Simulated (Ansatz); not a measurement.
Coordinates of AsBr₃, SMILES Br[As](Br)Br (Å):

```xyz
4

Br     0.7790     0.5064     1.8659
As    -0.7643    -0.1425     0.2395
Br     0.4047    -1.8988    -0.7588
Br    -0.4195     1.5348    -1.3466
```

Hartree-Fock orbital energies near the frontier, HF/def2-TZVPP in the Ansatz code, at a PBE0-D4/def2-TZVP geometry (a minimum by its frequencies), isolated molecule; empty levels in grey, levels within 0.03 eV side by side.

**Where do the frontier orbitals lie?**

HOMO at −10.47 eV, LUMO at 1.06 eV, 11.53 eV apart.

**List the levels.**

```
orbital  energy (eV)
 LUMO+2         1.45
 LUMO+1         1.45
   LUMO         1.06
   HOMO       −10.47
 HOMO−1       −11.44
 HOMO−2       −11.57
 HOMO−3       −11.57
```

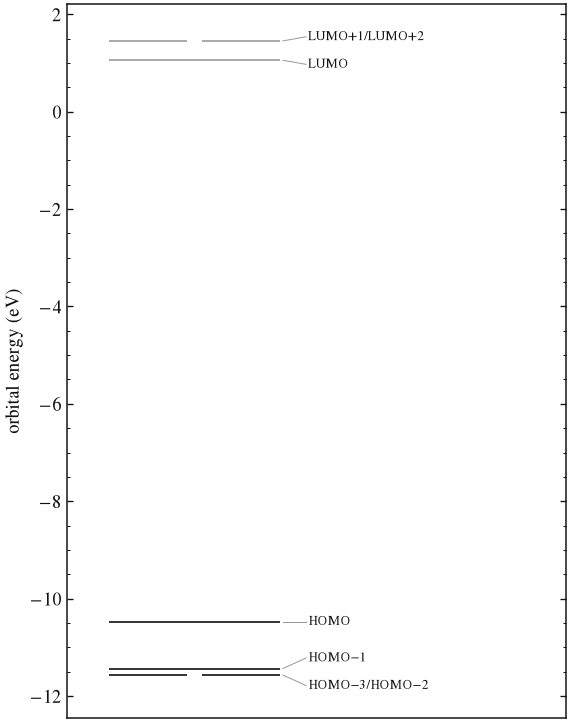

Caveats: no scalar relativity up to krypton; spin-orbit coupling is left out, and with Br it can shift these levels and split any degenerate set; empty levels above zero depend strongly on the basis.
